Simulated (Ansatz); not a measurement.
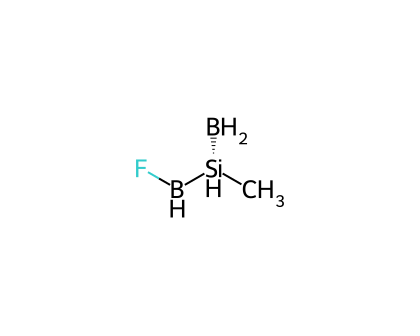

Structural formula above. The geometry was computed by an optimisation with PBE-D4/def2-SVP. No frequency run is at hand to confirm it as a minimum.

What does the molecule look like in three dimensions?

The molecule is CH₇B₂FSi. As SMILES it reads `B[Si@H](C)BF`. It has no ring. Among its groups: Si–H bond, B–H bond. This geometry has C1 symmetry. Coordination: 2 B trigonal planar; 1 Si tetrahedral; 1 C tetrahedral.

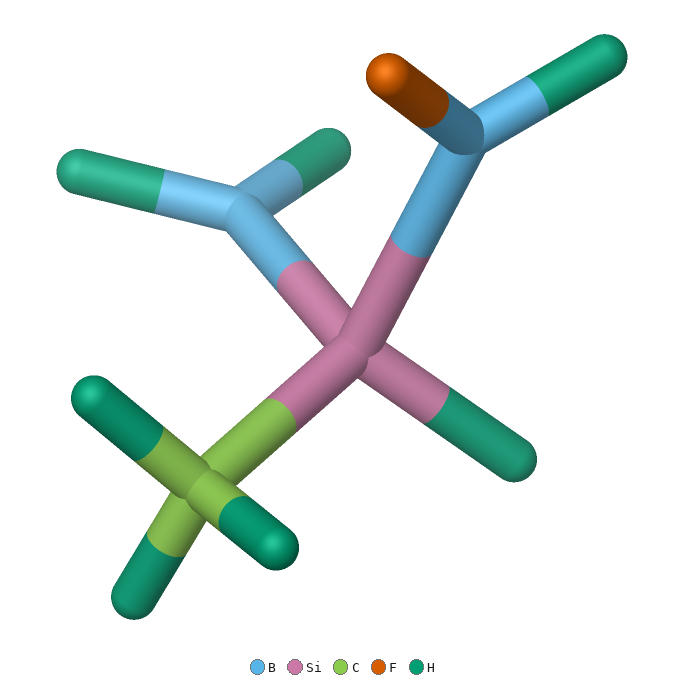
